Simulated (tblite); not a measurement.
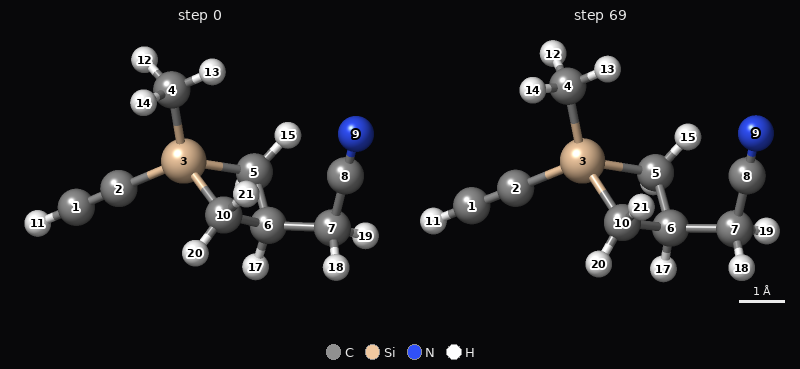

The structure of C8H11NSi before (left) and after (right) a relaxation, at one scale.

A ball-and-stick model, seen at a tilt.

The calculation used tblite, GFN2-xTB geometry optimisation, gas phase. 

What changed between the two?

The largest move after the best rigid fit is that of an H atom, 0.41 Å. Largest moves by element: H 0.41 Å, C 0.17 Å, Si 0.08 Å, N 0.07 Å. Some distances before and after: C–Si 1.824 → 1.917 Å, C–C 1.492 → 1.544 Å, C–H 1.135 → 1.089 Å, C–Si 1.817 → 1.854 Å. Bond angles that change, for instance: H–C–H 117.5° → 108.2°, C–Si–C 110.4° → 119.5°, Si–C–H 112.4° → 118.8°. After 69 geometry steps the energy has fallen by 0.735 eV.
